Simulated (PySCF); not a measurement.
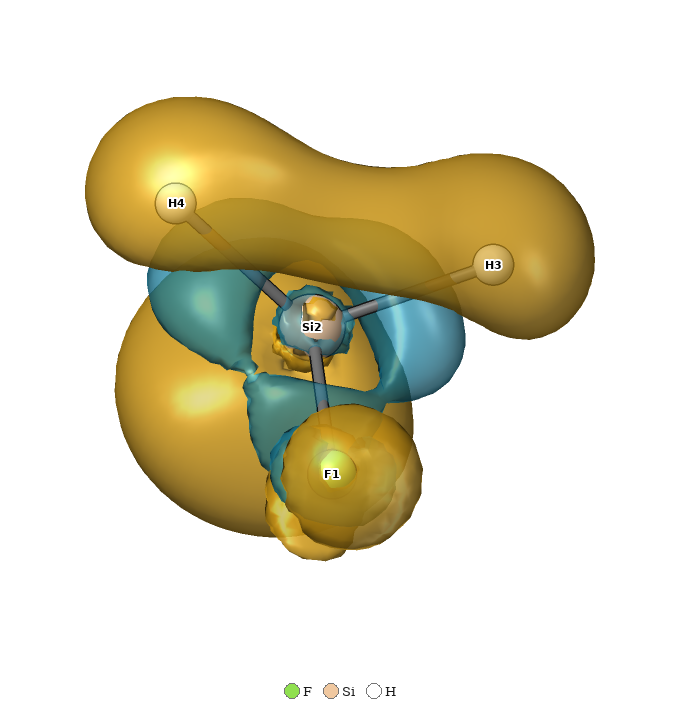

*FH2Si, doublet, SMILES `F[SiH2]`. Fukui function f⁻ = ρ(N) − ρ(N−1) at fixed geometry, surfaces at ±0.03 e/Å³ (yellow positive, teal negative).*

Level of theory: HF/def2-SVPD (PySCF), at a geometry from GFN2-xTB. No frequency check shows the geometry to be a minimum. GFN2-xTB doesn't know the spin state, so this open-shell geometry is rough.

### Which atoms respond most to the removal of an electron?

f⁻ (Hirshfeld-condensed) is largest on Si2 (0.66); the vertical ionisation energy is 8.83 eV (to the singlet cation, which needn't be its lowest state). Condensed values hint at sites of electrophilic attack but needn't mark the atom that reacts. Orbital relaxation makes it negative in places (0.14 e in all).

Run time: 0.99 s on 1 thread of Intel(R) Xeon(R) Platinum 8488C (Sapphire Rapids), with other jobs on the host, peak memory 0.23 GiB.
